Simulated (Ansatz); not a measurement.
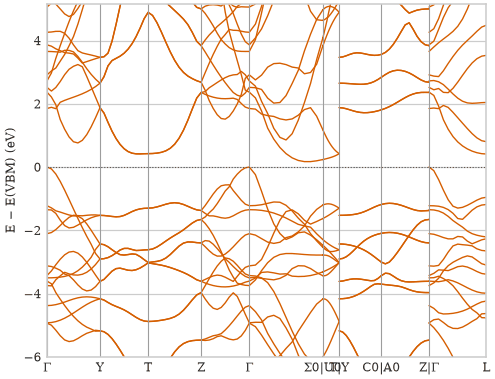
*Band structure from r²SCAN in the plane-wave PAW code Ansatz*

### Question
Read off the gap and where the band edges lie.

### Answer
About 0.2 eV (0.17 eV by a search for the band edges); maximum at Γ, minimum on the Γ–Σ0 line, 79 % of the way from Γ.

The material is Al₂Ru in space group Fddd (No. 70; Al on 16f, Ru on 8b).

The first step of the workflow began from a Materials Project structure, measured or hypothetical; the Crystallography Open Database copy checked does not list it. Its standing as an ambient phase is unchecked. The cell was relaxed with r²SCAN under the symmetry of its start; whether a distortion lowers the energy is not shown. No spin polarisation was allowed. Spin–orbit coupling is left out wherever it is not named.

Potentials: the later of the program's two PAW sets.
